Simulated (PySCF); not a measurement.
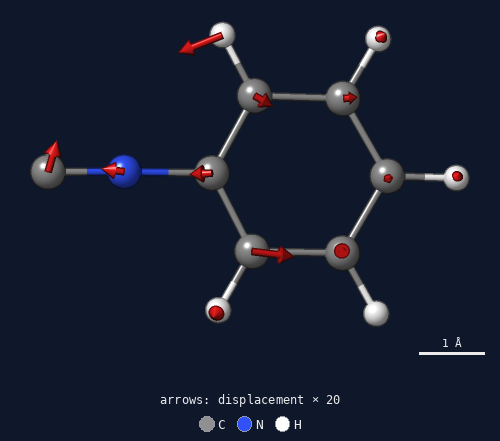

A relaxation of C7H5N. The starting structure is drawn; red arrows show the displacements, magnified 20 times. The two geometries are superimposed by the best rigid fit.

A ball-and-stick model, seen face on.

The start comes from GFN2-xTB. Its atoms were then displaced at random by about 0.01 Å.

Level of theory: PBE0-D3(BJ)/def2-TZVP geometry optimisation, gas phase in PySCF. 

Question: Describe the change and its energy.

Answer: After 9 geometry steps the energy has fallen by 2.95 kcal/mol. An H atom moves most after the best rigid fit: 0.038 Å. Largest moves by element: H 0.038 Å, C 0.035 Å, N 0.019 Å. Near-neighbour distances that change, for instance: C–C 1.418 → 1.384 Å, C–C 1.364 → 1.391 Å, C–N 1.193 → 1.168 Å, C–H 1.060 → 1.082 Å. Bond angles that change, for instance: C–C–H 123.0° → 119.4°, C–C–C 124.0° → 120.8°, C–C–H 119.2° → 121.3°. Cost: 2.6 min on 2 threads of Intel(R) Xeon(R) 6975P-C, with other jobs on the host.
